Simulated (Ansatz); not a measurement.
```
V W
1.0
     2.96427    0.00000    0.00000
    -1.48213    2.56713    0.00000
     0.00000    0.00000   17.59333
V W
6 3
Cartesian
  1.4821 0.8557 1.9745
  0.0000 1.7114 7.8389
  0.0000 0.0000 13.7034
  0.0000 0.0000 3.8899
  1.4821 0.8557 9.7544
  0.0000 1.7114 15.6188
  0.0000 0.0000 0.0000
  1.4821 0.8557 5.8644
  0.0000 1.7114 11.7289
```

Space group R-3m; started from the cadmium chloride_166 prototype, which need not be the ambient phase; computed without spin polarisation.

These are results of Ansatz, DFT PBE, scalar-relativistic, plane waves, PAW, not measurements.

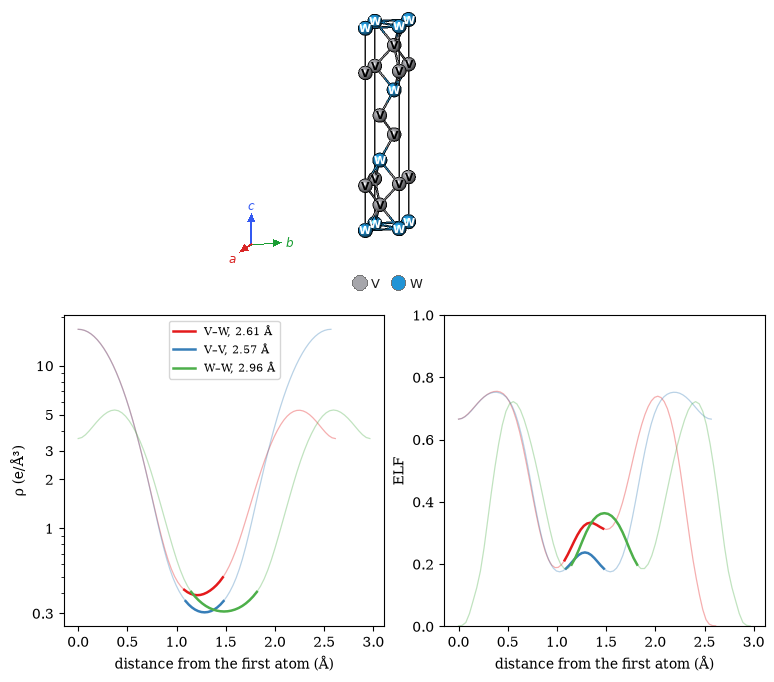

V2W. Valence electron density and ELF along straight lines between neighbouring atoms. Thin, pale parts lie inside the atomic spheres. The structure is drawn too.

In a PAW calculation such maps are meaningful between the atoms, not at the nuclei.

Question: Compare the contacts.

Answer: V–W (2.61 Å): ρ is about 0.4 e/Å³ halfway; the ELF is about 0.35 at the midpoint.
V–V (2.57 Å): the density is about 0.3 e/Å³ at the midpoint; the ELF is about 0.25 at the midpoint; no shared electron pair shows on this line.
W–W (2.96 Å): the density is about 0.31 e/Å³ at the midpoint; the ELF is about 0.35 at the midpoint.
